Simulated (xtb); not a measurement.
**Molecular dynamics, with input and output: CH8FNSi2 (part 2 of 2)**

CH8FNSi2, SMILES CN([SiH3])[SiH2]F; GFN2-xTB (xtb 6.7.1 later snapshot). The starting geometry was optimised with GFN2-xTB.

Geometry of the input (Å):
```
C  -1.0792  0.1577  1.0183
N  -0.1262  -0.1152  -0.0437
Si 1.2028  -1.1533  0.3818
Si -0.1924  0.9008  -1.4356
F  0.3456  2.3827  -1.0832
H  -2.0386  0.4627  0.6012
H  -0.7251  0.9568  1.6755
H  -1.2331  -0.7361  1.6223
H  0.6042  -2.3372  1.0068
H  2.1114  -0.5064  1.3373
H  1.8888  -1.4783  -0.8631
H  0.7096  0.3933  -2.4463
H  -1.5827  1.1114  -1.8063
```

What the program printed, continued:
```
 ---------------------------------------------------------------------------
     1   6      3.984 --     2      1.042     8      0.989     6      0.987
                             7      0.985
     2   7      3.321 --     4      1.057     1      1.042     3      1.019
     3  14      3.690 --     2      1.019    11      0.892    10      0.890
                             9      0.888
     4  14      3.899 --     5      1.072     2      1.057    12      0.885
                            13      0.881
     5   9      1.179 --     4      1.072
     6   1      0.999 --     1      0.987
     7   1      1.000 --     1      0.985
     8   1      0.999 --     1      0.989
     9   1      0.990 --     3      0.888
    10   1      0.991 --     3      0.890
    11   1      0.989 --     3      0.892
    12   1      0.993 --     4      0.885
    13   1      0.994 --     4      0.881
 ---------------------------------------------------------------------------

Topologies differ in total number of bonds
Writing topology from bond orders to xtbtopo.mol

molecular dipole:
                 x           y           z       tot (Debye)
 q only:       -0.079      -0.645      -0.058
   full:       -0.249      -0.501       0.103       1.445
molecular quadrupole (traceless):
                xx          xy          yy          xz          yz          zz
 q only:        1.692      -2.057      -4.289       0.949       0.887       2.598
  q+dip:        2.580      -0.916      -5.577       0.563       1.857       2.998
   full:        2.173      -2.043      -5.507       0.093       1.242       3.334

           -------------------------------------------------
          | TOTAL ENERGY              -17.448188287218 Eh   |
          | GRADIENT NORM               0.000024321852 Eh/α |
          | HOMO-LUMO GAP               4.845593477850 eV   |
           -------------------------------------------------
           -------------------------------------------------
          |               Molecular Dynamics                |
           -------------------------------------------------
 trajectories on xtb.trj or xtb.trj.<n>

 MD time /ps        :    0.20
 dt /fs             :    0.25
 SCC accuracy       :    2.00
 temperature /K     :  200.00
 max steps          :   800
 block length (av.) :  5000
 dumpstep(trj) /fs  :   20.00    80
 dumpstep(coords)/fs: 1000.00  4000
 H atoms mass (amu) :     1
 # deg. of freedom  :    39
 SHAKE off
         time (ps)    <Epot>      Ekin   <T>   T     Etot       error
      0    0.00      0.00000   0.0703    0.    0.   -17.37789    0.0000
    200    0.05    -17.33024   0.0252  553.  408.   -17.38320    0.0006
    400    0.10    -17.37278   0.0269  543.  435.   -17.38373    0.0012
    600    0.15    -17.38728   0.0304  544.  493.   -17.38277    0.0002
 average properties
 Epot               :  -17.394939973604068
 Epot (accurate SCC):  -17.416425499013581
 Ekin               :   3.4044896193554650E-002
 Etot               :  -17.360895077410511
 T                  :   551.30964476926886
 normal exit of md()

------------------------------------------------------------------------
------------------------------------------------------------------------
 total:
 *  cpu-time:     0 d,  0 h,  0 min,  4.483 sec
 * ratio c/w:     1.000 speedup
 SCF:
 *  cpu-time:     0 d,  0 h,  0 min,  0.008 sec
 * ratio c/w:     1.000 speedup
 MD:
 *  cpu-time:     0 d,  0 h,  0 min,  4.468 sec
 * ratio c/w:     1.000 speedup
```

Standard error:
```
normal termination of xtb
```

Trajectory as extended XYZ (Å, eV, eV/Å), 10 frames, from step=0 to step=9:
```
13
Properties=species:S:1:pos:R:3 step=0 time_fs=0.0 energy=-474.78939
C    -1.0792    0.1577    1.0183
N    -0.1262   -0.1152   -0.0437
Si    1.2028   -1.1533    0.3818
Si   -0.1924    0.9008   -1.4356
F     0.3456    2.3827   -1.0832
H    -2.0386    0.4627    0.6012
H    -0.7250    0.9568    1.6755
H    -1.2331   -0.7361    1.6223
H     0.6042   -2.3372    1.0068
H     2.1114   -0.5064    1.3373
H     1.8888   -1.4783   -0.8631
H     0.7096    0.3932   -2.4463
H    -1.5826    1.1115   -1.8062
13
Properties=species:S:1:pos:R:3 step=1 time_fs=20.0 energy=-474.04355
C    -1.0739    0.0022    1.0719
N    -0.1520   -0.1037   -0.0798
Si    1.1983   -1.0959    0.4077
Si   -0.2330    0.9244   -1.4933
F     0.4395    2.3686   -1.0627
H    -1.9462    0.3496    0.6395
H    -0.5720    0.6214    1.7104
H    -1.3319   -0.8844    1.6143
H     0.6363   -2.0827    1.3682
H     2.0532   -0.2157    1.2964
H     1.7982   -1.6557   -0.7938
H     0.3250   -0.0340   -2.4988
H    -1.4766    1.5217   -1.8952
13
Properties=species:S:1:pos:R:3 step=2 time_fs=40.0 energy=-473.97031
C    -1.1325    0.0337    1.0177
N    -0.2255   -0.1426   -0.0980
Si    1.2321   -1.0311    0.4274
Si   -0.2848    0.9464   -1.4629
F     0.5581    2.2563   -1.0895
H    -2.1051    0.3782    0.7098
H    -0.5998    0.3483    1.9548
H    -1.4008   -1.0381    1.2699
H     1.0343   -2.1959    1.3124
H     2.1776   -0.1557    1.1737
H     1.5303   -1.6537   -0.9215
H     0.6172    0.6621   -2.5364
H    -1.7803    1.1396   -1.5142
13
Properties=species:S:1:pos:R:3 step=3 time_fs=60.0 energy=-473.89331
C    -1.2421    0.0043    0.9550
N    -0.1923   -0.2040   -0.0222
Si    1.2594   -0.9692    0.3566
Si   -0.3112    0.9169   -1.3910
F     0.6485    2.2234   -1.0805
H    -2.1288    0.6224    0.4590
H    -0.7390    0.3101    1.9666
H    -1.7813   -0.9376    1.2778
H     0.6875   -1.8039    1.4007
H     2.2161   -0.0708    0.9900
H     1.9518   -1.3557   -0.8868
H     0.0216    0.2750   -2.6800
H    -1.6462    1.3727   -1.5890
13
Properties=species:S:1:pos:R:3 step=4 time_fs=80.0 energy=-473.96558
C    -1.3438   -0.0453    0.9476
N    -0.2849   -0.1104   -0.0502
Si    1.3180   -0.9078    0.3341
Si   -0.3175    0.9152   -1.3510
F     0.6969    2.1204   -1.1027
H    -2.2096    0.6231    0.5499
H    -0.8911    0.2500    1.9221
H    -1.8303   -0.9685    1.2447
H     1.1211   -2.1680    1.1237
H     2.1509    0.0194    1.1358
H     1.6884   -1.6135   -0.8720
H     0.1817    0.0336   -2.4449
H    -1.5003    1.8028   -1.3107
13
Properties=species:S:1:pos:R:3 step=5 time_fs=100.0 energy=-473.76715
C    -1.3570   -0.1488    1.0407
N    -0.2566   -0.1370    0.0449
Si    1.2504   -0.8728    0.3299
Si   -0.3435    0.9468   -1.3810
F     0.8414    2.0757   -1.1408
H    -2.1100    0.3877    0.6083
H    -1.2107    0.1255    2.0100
H    -1.7308   -1.1711    1.1173
H     1.0690   -1.9225    1.3078
H     2.2753    0.1135    0.8979
H     1.7553   -0.8527   -1.0845
H     0.1035    0.6753   -2.7038
H    -1.7982    1.2163   -1.5684
13
Properties=species:S:1:pos:R:3 step=6 time_fs=120.0 energy=-474.01196
C    -1.3335   -0.2868    0.9859
N    -0.3048   -0.0088    0.0022
Si    1.2453   -0.7933    0.3271
Si   -0.3432    0.9692   -1.3516
F     0.8597    1.9968   -1.1671
H    -2.2298    0.2114    0.9232
H    -0.8793    0.1219    1.9182
H    -1.3923   -1.3594    1.1035
H     0.7789   -2.0483    0.9338
H     2.0200   -0.0649    1.2857
H     1.7932   -1.5913   -0.8067
H     0.0157    0.0871   -2.4925
H    -1.5705    1.7158   -1.2741
13
Properties=species:S:1:pos:R:3 step=7 time_fs=140.0 energy=-473.84678
C    -1.2987   -0.3940    0.9877
N    -0.2417   -0.0140    0.0523
Si    1.2293   -0.8368    0.3705
Si   -0.4150    1.0267   -1.3604
F     0.9272    1.9624   -1.2228
H    -2.2489    0.2420    0.6222
H    -1.0979    0.1616    1.9729
H    -1.4371   -1.4826    1.0347
H     0.9021   -2.0301    1.2030
H     2.0116    0.1373    1.1684
H     2.0099   -0.7018   -0.8156
H    -0.3402    0.2276   -2.5939
H    -1.3798    2.1405   -1.6333
13
Properties=species:S:1:pos:R:3 step=8 time_fs=160.0 energy=-473.54203
C    -1.3904   -0.3533    0.9276
N    -0.3023   -0.0232   -0.0009
Si    1.3255   -0.8139    0.4345
Si   -0.4399    1.0917   -1.3149
F     0.9561    1.8772   -1.3203
H    -2.3886    0.2029    0.4831
H    -1.3349    0.0902    1.9503
H    -1.4316   -1.4093    0.7539
H     1.3214   -2.2958    0.6888
H     1.8563   -0.1793    1.6753
H     1.8568   -1.0909   -0.9434
H    -0.3657    0.5348   -2.6223
H    -1.6980    1.6308   -0.7865
13
Properties=species:S:1:pos:R:3 step=9 time_fs=180.0 energy=-473.88505
C    -1.4131   -0.3608    0.7622
N    -0.1893   -0.0992    0.0239
Si    1.3006   -0.7984    0.4249
Si   -0.4629    1.0746   -1.1892
F     0.9561    1.8420   -1.4129
H    -2.2189    0.2080    0.4412
H    -1.2050    0.1206    1.6900
H    -1.6464   -1.4466    0.7787
H     0.7440   -2.0660    0.8090
H     1.8870   -0.1474    1.6168
H     2.3639   -0.2256   -0.4485
H    -0.8807    0.6228   -2.5825
H    -1.1908    2.2841   -0.9694
```

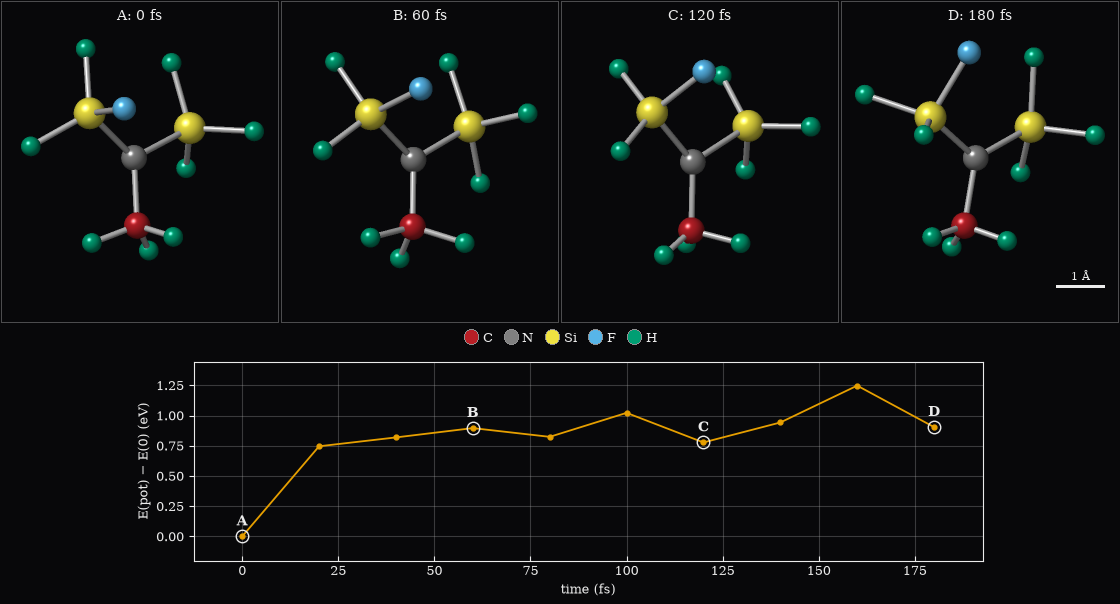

Frames of the molecular dynamics (ball-and-stick, seen at a tilt) above the curves, on which the letters mark them. The trajectory kept here has 10 frames over 180 fs. The potential energy ends 0.904 eV above its first value. After an unweighted best fit of the last frame on the first, the root-mean-square displacement is 0.83 Å, and H12 has moved furthest (1.64 Å).

Key numbers:

| quantity | value |
| --- | --- |
| outcome | finished |
| trajectory | 10 frames kept, 180 fs |
| electrons treated | 32 |
| potential energy (first step) | −17.448188 hartree |
| dispersion energy (first step) | −0.009070 hartree |
| basis functions (first step) | 40 |
| hardware | 1 thread of Arm Neoverse V1, 24 GiB of memory available, shared host |
| wall time | 4.5 s |
| peak memory | 0.075 GiB |

Notes:

Settings chosen away from the usual ones: method = gfn2-xtb; task = md; geo = {"prev": "A"}; x = {"md_temperature": 200, "md_time": 0.2, "time_step": 0.25, "md_dump": 20, "hydrogen_mass": 1, "shake": 0, "nvt": "false"}. So short a trajectory is not equilibrated.
